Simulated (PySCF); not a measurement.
Molecule: SMILES Cl[SiH2]C#C[SiH](F)F, singlet. Atoms near the plane z = 0.8 Å, at the PBE0/def2-SVP optimised geometry (x, y, z in Å): Si1 (-2.4, -0.4, 0.0), F2 (-2.9, -1.1, 1.4), F3 (-2.9, 1.1, 0.0), C4 (-0.6, -0.4, 0.0), C5 (0.6, -0.4, 0.0), Si6 (2.5, -0.4, -0.1), H9 (3.0, 1.0, -0.2), H10 (3.0, -1.1, 1.2).

Method: PBE0/def2-TZVP (PySCF). The values are rescaled to run from 0 to 1.

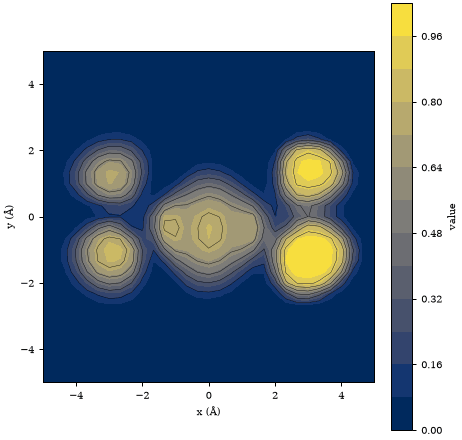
Figure. a field on the plane z = 0.8 Å.

Q: Which quantity is mapped?
A) electrostatic potential
B) Laplacian of the electron density
C) electron localisation function
D) deformation density (molecule minus spherical neutral atoms)

A: C, electron localisation function
